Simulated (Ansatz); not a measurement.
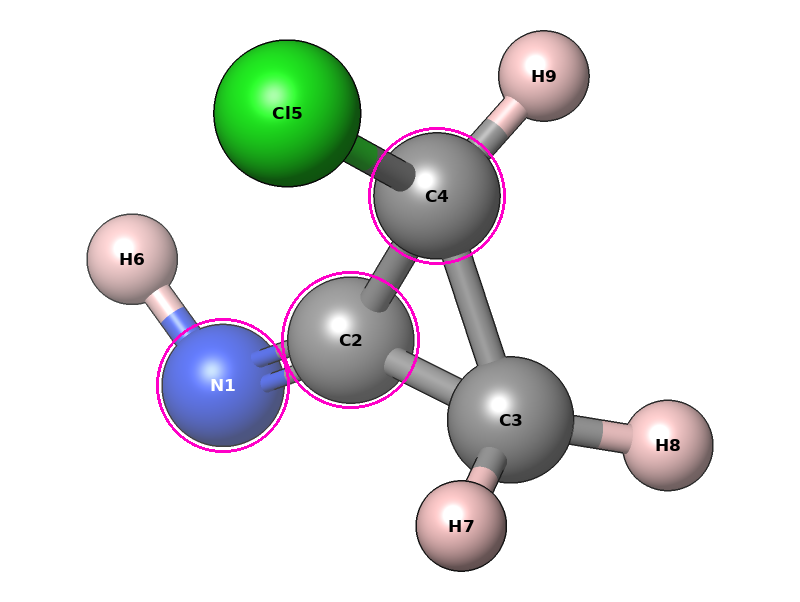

Depth is shown by fading: the farther an atom, the more it takes the colour of the background. Circles mark the stereogenic atoms. Computed geometry: PBE-D4/def2-SVP optimisation. No frequency run is at hand to confirm it as a minimum.

Question: Give the R/S and E/Z labels.

Answer: C4: S (priorities Cl5 > C2 > C3 > H9); N1=C2: Z.

Question: Give a SMILES with the stereochemistry.

Answer: [H]/N=C1/C[C@@H]1Cl
